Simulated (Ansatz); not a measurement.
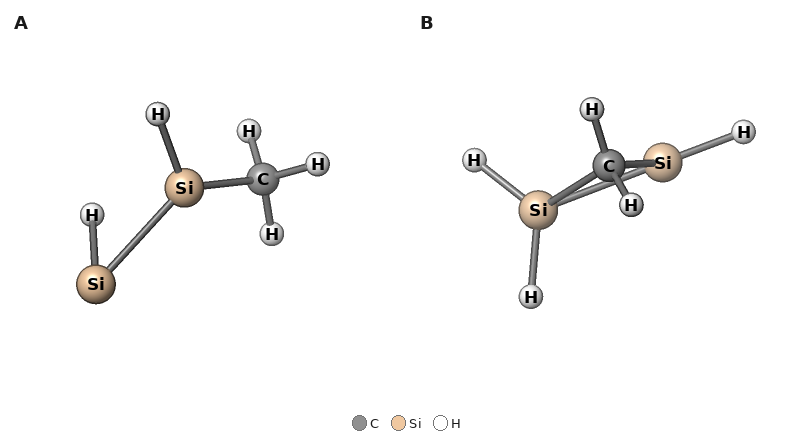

2 stationary structures of one formula. The species has charge +1 and is a spin singlet. Geometries: PBE0-D4/def2-TZVP. Electronic energies: B3LYP-D4/def2-TZVPP (Ansatz 0.2.0), without zero-point energy. No frequency run is at hand to confirm each as a minimum. Each is one conformer, not always the lowest.

**Rank them by energy, lowest first.**

A is lowest (C1); B lies 0.421 eV above it (Cs).

Give E(B) − E(A) in eV at these levels too: RHF-CCSD(T) (frozen core)/def2-TZVPP; ωB97M-V/def2-TZVPP; PBE-D4/def2-TZVPP; r2SCAN-D4/def2-TZVPP; PBE0-D4/def2-TZVPP; PBE0-D4/def2-TZVP; B3LYP-D4/def2-TZVPP.

```csv
level,E(B) − E(A) (eV)
RHF-CCSD(T) (frozen core)/def2-TZVPP,+0.396
ωB97M-V/def2-TZVPP,+0.410
PBE-D4/def2-TZVPP,+0.385
r2SCAN-D4/def2-TZVPP,+0.254
PBE0-D4/def2-TZVPP,+0.326
PBE0-D4/def2-TZVP,+0.321
B3LYP-D4/def2-TZVPP,+0.421
```
